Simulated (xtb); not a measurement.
GeH₃ClO: molecular dynamics

The run: molecular dynamics of GeH₃ClO, SMILES [OH][GeH2][Cl]. Method and program: GFN1-xTB (xtb 6.7.1).

The run did not end well. The starting geometry was optimised with GFN1-xTB.

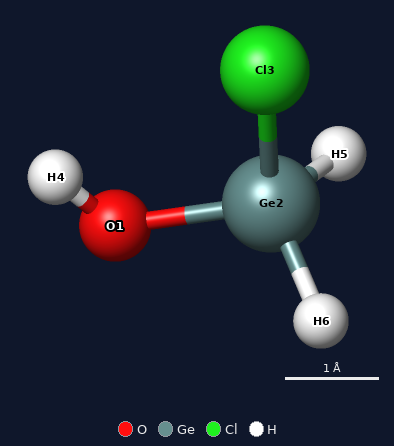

Fig. 1: The structure as given in the input (ball-and-stick view, seen at a tilt; atoms are numbered from 1 in the order of the input). Sticks mark near contacts. Bond lengths as drawn: Cl–Ge 2.13 Å, Ge–H 1.47 Å, Ge–O 1.76 Å and H–O 0.96 Å.

**Input file (geom.xyz)**
```
6

O     -0.45180000    -1.28051700    -0.23045500
Ge     0.43653000     0.20638400     0.09875400
Cl    -1.04932500     1.73327900     0.05689700
H     -1.38989100    -1.19613600    -0.39045900
H      1.41954600     0.42415500    -0.97396200
H      1.03493000     0.11283500     1.43923700
```

**File input.inp**
```
$md
   temp=300
   time=0.2
   step=2
   dump=20
   hmass=1
   shake=0
   nvt=false
$end
```

Run on 1 thread of Intel Xeon @ 2.50GHz (Skylake/Cascade Lake), 189 GiB of memory available, shared host.

Launch command:
```bash
xtb geom.xyz --input input.inp --md --gfn 1 > xtb.out
```

**Log**
```
* xtb version 6.7.1
   ID    Z sym.   atoms
    1    8 O      1
    2   32 Ge     2
    3   17 Cl     3
    4    1 H      4-6

           -------------------------------------------------
          |                Calculation Setup                |
           -------------------------------------------------

          program call               : xtb geom.xyz --input input.inp --md --gfn 1
          coordinate file            : geom.xyz
          omp threads                :                     1

           -------------------------------------------------
          |                 G F N 1 - x T B                 |
           -------------------------------------------------

      * Hamiltonian:
        H0-scaling (s, p, d)           1.850000    2.250000    2.000000
        zeta-weighting                 0.000000
      * Dispersion:
        s8                             2.400000
        a1                             0.630000
        a2                             5.000000
        s9                             0.000000
      * Repulsion:
        kExp                           1.500000
        rExp                           1.000000
      * Coulomb:
        alpha                          2.000000
        third order                    atomic
        anisotropic                    false
      * Halogen bond correction:
        rad-scale                      1.300000
        damping                        0.440000

          ...................................................
          :                      SETUP                      :
          :.................................................:
          :  # basis functions                  30          :
          :  # atomic orbitals                  28          :
          :  # shells                           14          :
          :  # electrons                        20          :
          :  # halogen bonds                     1          :
          :  max. iterations                   250          :
          :  Hamiltonian                  GFN1-xTB          :
          :  restarted?                      false          :
          :  GBSA solvation                  false          :
          :  PC potential                    false          :
          :  electronic temp.          300.0000000     K    :
          :  accuracy                    1.0000000          :
          :  -> integral cutoff          0.2500000E+02      :
          :  -> integral neglect         0.1000000E-07      :
          :  -> SCF convergence          0.1000000E-05 Eh   :
          :  -> wf. convergence          0.2000000E-04 e    :
          :  Broyden damping             0.4000000          :
          :  net charge                          0          :
          :  unpaired electrons                  0          :
          ...................................................

 iter      E             dE          RMSdq      gap      omega  full diag
   1    -12.3370478 -0.123370E+02  0.503E+00    7.54       0.0  T
   2    -12.3409995 -0.395164E-02  0.287E+00    6.72       1.0  T
   3    -12.2918170  0.491824E-01  0.219E+00    7.86       1.0  T
   4    -12.3552176 -0.634006E-01  0.284E-01    7.12       1.0  T
   5    -12.3555420 -0.324359E-03  0.658E-02    7.07       1.0  T
   6    -12.3555953 -0.532662E-04  0.112E-02    7.10       3.6  T
   7    -12.3555960 -0.742022E-06  0.135E-03    7.10      30.3  T
   8    -12.3555960  0.363631E-08  0.902E-04    7.10      45.3  T
   9    -12.3555960 -0.456617E-08  0.316E-04    7.10     129.2  T
  10    -12.3555960 -0.108533E-08  0.179E-05    7.10    2278.4  T
  11    -12.3555960 -0.353317E-11  0.376E-06    7.10   10863.5  T

   *** convergence criteria satisfied after 11 iterations ***

         #    Occupation            Energy/Eh            Energy/eV
      -------------------------------------------------------------
         1        2.0000           -0.9136654             -24.8621
       ...           ...                  ...                  ...
         4        2.0000           -0.5764673             -15.6865
         5        2.0000           -0.5239043             -14.2562
         6        2.0000           -0.5208207             -14.1723
         7        2.0000           -0.4913869             -13.3713
         8        2.0000           -0.4908254             -13.3560
         9        2.0000           -0.4785444             -13.0219
        10        2.0000           -0.4619132             -12.5693 (HOMO)
        11                         -0.2011216              -5.4728 (LUMO)
        12                         -0.1777678              -4.8373
        13                         -0.1657310              -4.5098
        14                         -0.1357866              -3.6949
        15                         -0.1276548              -3.4737
       ...                                ...                  ...
        28                          0.5403325              14.7032
      -------------------------------------------------------------
                  HL-Gap            0.2607916 Eh            7.0965 eV
             Fermi-level           -0.3315174 Eh           -9.0210 eV

 SCC (total)                   0 d,  0 h,  0 min,  0.007 sec
 SCC setup                      ...        0 min,  0.000 sec (  1.415%)
 Dispersion                     ...        0 min,  0.000 sec (  0.423%)
 classical contributions        ...        0 min,  0.000 sec (  0.243%)
 integral evaluation            ...        0 min,  0.002 sec ( 22.961%)
 iterations                     ...        0 min,  0.002 sec ( 33.404%)
 molecular gradient             ...        0 min,  0.003 sec ( 39.249%)
 printout                       ...        0 min,  0.000 sec (  2.152%)

         :::::::::::::::::::::::::::::::::::::::::::::::::::::
         ::                     SUMMARY                     ::
         :::::::::::::::::::::::::::::::::::::::::::::::::::::
         :: total energy             -12.307354863554 Eh    ::
         :: gradient norm              0.000168953786 Eh/a0 ::
         :: HOMO-LUMO gap              7.096501401107 eV    ::
         ::.................................................::
         :: SCC energy               -12.355596006373 Eh    ::
         :: -> electrostatic           0.056874855184 Eh    ::
         :: repulsion energy           0.049780533730 Eh    ::
         :: dispersion energy         -0.001539390910 Eh    ::
         :: halogen bond corr.         0.000000000000 Eh    ::
         :: add. restraining           0.000000000000 Eh    ::
         :: total charge               0.000000000000 e     ::
         :::::::::::::::::::::::::::::::::::::::::::::::::::::

           -------------------------------------------------
          |                Property Printout                |
           -------------------------------------------------

    * Orbital Energies and Occupations

         #    Occupation            Energy/Eh            Energy/eV
      -------------------------------------------------------------
         1        2.0000           -0.9136654             -24.8621
         2        2.0000           -0.7507093             -20.4278
         3        2.0000           -0.6442186             -17.5301
         4        2.0000           -0.5764673             -15.6865
         5        2.0000           -0.5239043             -14.2562
         6        2.0000           -0.5208207             -14.1723
         7        2.0000           -0.4913869             -13.3713
         8        2.0000           -0.4908254             -13.3560
         9        2.0000           -0.4785444             -13.0219
        10        2.0000           -0.4619132             -12.5693 (HOMO)
        11                         -0.2011216              -5.4728 (LUMO)
        12                         -0.1777678              -4.8373
        13                         -0.1657310              -4.5098
        14                         -0.1357866              -3.6949
        15                         -0.1276548              -3.4737
        16                         -0.1208555              -3.2886
        17                         -0.0774043              -2.1063
        18                         -0.0737790              -2.0076
        19                         -0.0629909              -1.7141
        20                         -0.0473706              -1.2890
        21                         -0.0467621              -1.2725
       ...                                ...                  ...
        28                          0.5403325              14.7032
      -------------------------------------------------------------
                  HL-Gap            0.2607916 Eh            7.0965 eV
             Fermi-level           -0.3315174 Eh           -9.0210 eV

  Mulliken/CM5 charges         n(s)   n(p)   n(d)
     1O    -0.57921 -0.78416   1.701  4.878  0.000
     2Ge    0.41008  0.28016   1.260  1.715  0.615
     3Cl   -0.11163 -0.09969   1.935  5.187 -0.011
     4H     0.34686  0.52448   0.653  0.000  0.000
     5H    -0.03333  0.03929   1.033  0.000  0.000
     6H    -0.03277  0.03992   1.033  0.000  0.000

Wiberg/Mayer (AO) data.
largest (>0.10) Wiberg bond orders for each atom

 ---------------------------------------------------------------------------
     #   Z sym  total        # sym  WBO       # sym  WBO       # sym  WBO
 ---------------------------------------------------------------------------
     1   8 O    2.107 --     2 Ge   1.151     4 H    0.861
     2  32 Ge   4.318 --     3 Cl   1.326     1 O    1.151     6 H    0.913
                             5 H    0.913
     3  17 Cl   1.426 --     2 Ge   1.326
     4   1 H    0.888 --     1 O    0.861
     5   1 H    1.003 --     2 Ge   0.913
     6   1 H    1.003 --     2 Ge   0.913
 ---------------------------------------------------------------------------

Topologies differ in total number of bonds
Writing topology from bond orders to xtbtopo.mol

 dipole moment from electron density (au)
     X       Y       Z
  -0.0601   0.0854  -0.0196  total (Debye):    0.270

           -------------------------------------------------
          | TOTAL ENERGY              -12.307354863554 Eh   |
          | GRADIENT NORM               0.000168953786 Eh/α |
          | HOMO-LUMO GAP               7.096501401107 eV   |
           -------------------------------------------------
           -------------------------------------------------
          |               Molecular Dynamics                |
           -------------------------------------------------
 trajectories on xtb.trj or xtb.trj.<n>

 MD time /ps        :    0.20
 dt /fs             :    2.00
 SCC accuracy       :    2.00
 temperature /K     :  300.00
 max steps          :   100
 block length (av.) :  2500
 dumpstep(trj) /fs  :   20.00    10
 dumpstep(coords)/fs: 1000.00   500
 H atoms mass (amu) :     1
 # deg. of freedom  :    18
 SHAKE off
         time (ps)    <Epot>      Ekin   <T>   T     Etot       error
      0    0.00      0.00000   0.0428    0.    0.   -12.26460   -0.0000
  -12.053697503406001        18618.029734854073
 MD is unstable, emergency exit
 but still taking it as converged!
 average properties
 Epot               :  -12.086172204080153
 Epot (accurate SCC):  -12.287571252596067
 Ekin               :   2.7103874144874099E-002
 Etot               :  -12.059068329935279
 T                  :   950.97051083404244
 normal exit of md()

------------------------------------------------------------------------
------------------------------------------------------------------------
 total:
 *  cpu-time:     0 d,  0 h,  0 min,  0.483 sec
 * ratio c/w:     1.000 speedup
 SCF:
 *  cpu-time:     0 d,  0 h,  0 min,  0.007 sec
 * ratio c/w:     0.986 speedup
 MD:
 *  cpu-time:     0 d,  0 h,  0 min,  0.469 sec
 * ratio c/w:     1.000 speedup
```

**Standard error**
```
normal termination of xtb
```

**Trajectory as extended XYZ (Å, eV, eV/Å), 7 frames, from step=0 to step=6**
```
6
Properties=species:S:1:pos:R:3 step=0 time_fs=0.0 energy=-334.90019
O    -0.4518   -1.2805   -0.2304
Ge    0.4365    0.2064    0.0988
Cl   -1.0493    1.7333    0.0569
H    -1.3899   -1.1961   -0.3905
H     1.4196    0.4242   -0.9740
H     1.0349    0.1128    1.4392
6
Properties=species:S:1:pos:R:3 step=1 time_fs=20.0 energy=-334.40567
O    -0.4130   -1.3468   -0.1883
Ge    0.4008    0.2182    0.0717
Cl   -0.9993    1.7321    0.0731
H    -1.0913   -1.7469   -0.8867
H     1.6839    0.2195   -0.7072
H     0.6470    0.0202    1.4741
6
Properties=species:S:1:pos:R:3 step=2 time_fs=40.0 energy=-333.90496
O    -0.3844   -1.3781   -0.1920
Ge    0.3914    0.1763    0.0851
Cl   -1.0150    1.8053    0.0619
H    -0.3813   -1.4297   -1.0212
H     1.1633    0.6785   -1.0877
H     1.2425    0.1926    1.4717
6
Properties=species:S:1:pos:R:3 step=3 time_fs=60.0 energy=-333.88680
O    -0.3839   -1.3580   -0.2107
Ge    0.4097    0.1652    0.0933
Cl   -1.0582    1.8526    0.0656
H    -0.2404   -2.0015   -1.1375
H     1.1978    0.2411   -1.1025
H     1.2605    0.0039    1.1700
6
Properties=species:S:1:pos:R:3 step=4 time_fs=80.0 energy=-334.36012
O    -0.4961   -1.3687   -0.1828
Ge    0.4242    0.1913    0.0620
Cl   -1.0321    1.7861    0.0861
H    -0.0967   -2.0445   -0.8132
H     1.6061    0.7055   -0.7702
H     0.5236    0.2214    1.6144
6
Properties=species:S:1:pos:R:3 step=5 time_fs=100.0 energy=-334.54488
O    -0.5215   -1.2138   -0.2236
Ge    0.4095    0.2149    0.0791
Cl   -1.0079    1.6922    0.0678
H    -0.0587   -2.0909   -0.4690
H     1.5133    0.1764   -0.8720
H     1.1972   -0.0688    1.4287
6
Properties=species:S:1:pos:R:3 step=6 time_fs=120.0 energy=-332.85625
O    -0.6391   -1.1598   -0.2971
Ge    0.4560    0.2056    0.1058
Cl   -1.0387    1.6692    0.0482
H    -0.1059   -2.3415   -0.0107
H     1.0830    0.6502   -1.1570
H     1.2705    0.3356    1.1930
```

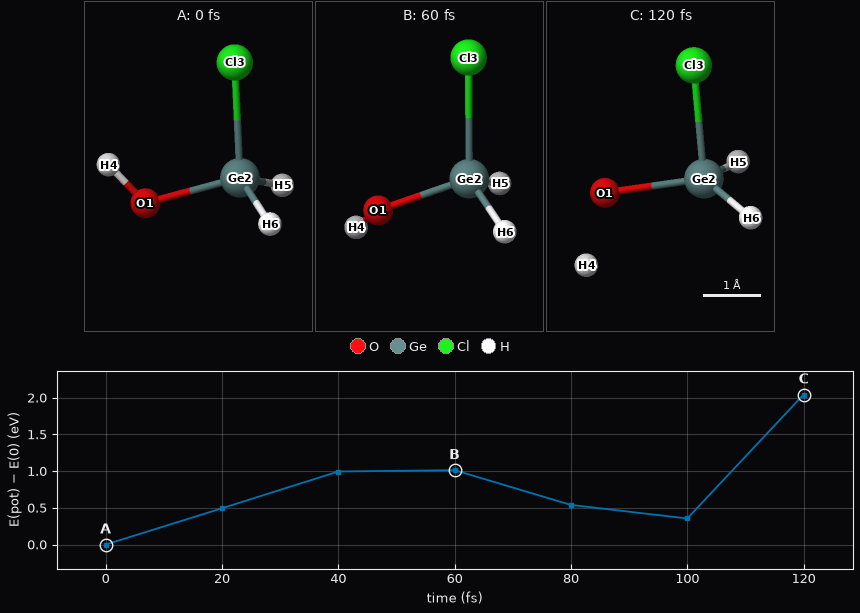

Fig. 2: Frames of the molecular dynamics (ball-and-stick, seen at a tilt) above the curves, on which the letters mark them. The trajectory kept here has 7 frames over 120 fs. The potential energy ends 2.044 eV above its first value. After an unweighted best fit of the last frame on the first, the root-mean-square displacement is 0.58 Å, and H4 has moved furthest (1.01 Å).

**What the run reported**

```json
{"quantity": "outcome", "value": "not converged"}
{"quantity": "trajectory", "value": "7 frames kept, 120 fs"}
{"quantity": "electrons treated", "value": "20"}
{"quantity": "potential energy (first step)", "value": "−12.307355 hartree"}
{"quantity": "dispersion energy (first step)", "value": "−0.001539 hartree"}
{"quantity": "basis functions (first step)", "value": "30"}
{"quantity": "wall time", "value": "0.53 s"}
{"quantity": "peak memory", "value": "0.071 GiB"}
```

Settings chosen away from the usual ones: method = gfn1-xtb; task = md; geo = {"prev": "A"}; x = {"md_temperature": 300, "md_time": 0.2, "time_step": 2, "md_dump": 20, "hydrogen_mass": 1, "shake": 0, "nvt": "false"}. The run did not converge. Its last values are not results.
